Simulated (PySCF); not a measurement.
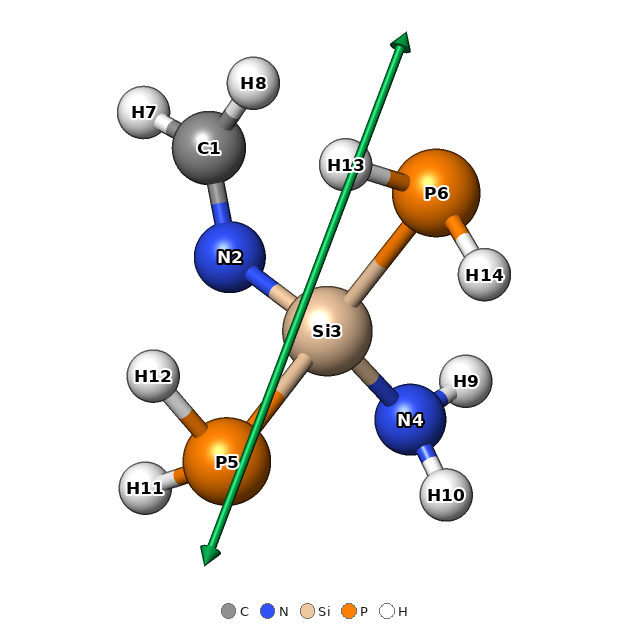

The double arrow shows the direction of the transition dipole to excited singlet state 5 (its length means nothing). The computed structure is the end point of a GFN2-xTB optimisation. No frequency run is at hand to confirm it as a minimum. Level of theory: TDDFT ωB97X-D/def2-SVPD, vertical, gas phase, core orbitals frozen in the response (PySCF 2.14.0).

**Where does the transition lie, and how strong is it?**

6.44 eV (192 nm), oscillator strength 0.11, mainly HOMO−2 → LUMO (weight 0.59); transition dipole 2.16 D.

The geometry is semi-empirical. Around P, Si such bond lengths and angles can be off by a tenth of an ångström or more and by several degrees, and values that hang on the shape move with them.
